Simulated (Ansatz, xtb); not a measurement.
Breaking the Al1–H2 bond in CH6AlN (SMILES C[NH][AlH2]) (multiplicity 1 held, fragments rigid). Energies count from the point at 1.578 Å.
Geometry at that point (charge 0, multiplicity 1):
```xyz
9

Al    -0.0955     0.2123     1.2106
H     -1.2798     0.7332     2.1134
H      1.3395    -0.1761     1.7395
N     -0.4010     0.0518    -0.5267
C      0.5036    -0.3997    -1.5747
H     -1.3106     0.2930    -0.8951
H      0.6741     0.3709    -2.3341
H      0.1315    -1.2948    -2.0848
H      1.4730    -0.6506    -1.1409
```

Restricted levels (R-, RO-) in cc, def2 and unpolarised 6-31G sets keep to the state of the molecule at rest. U- levels take the lowest unrestricted solution at each point, which mixes spins at long bonds. Active spaces are followed from a long bond inwards. Curves can end on different states.

Cores are frozen in the correlated methods.

The values were computed with Ansatz (Gaussian basis) for Hartree–Fock, density functionals and correlated methods; xtb for the GFN methods. Values without a source in brackets are computed. The GFN methods have no spin term and hold the electronic entropy of 300 K.

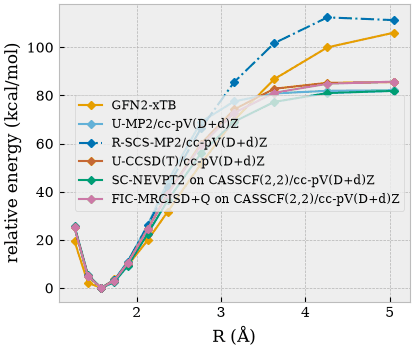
Fig. 1. Relative energy along the coordinate

Doubts at one or more of the structures used: a spin-contaminated determinant (U-MP2/cc-pV(D+d)Z, U-CCSD(T)/cc-pV(D+d)Z); a restricted determinant that unrestricted orbitals would lower (R-SCS-MP2/cc-pV(D+d)Z); T1 above 0.05 (U-CCSD(T)/cc-pV(D+d)Z).

Ansatz is a quantum-chemistry and plane-wave program.
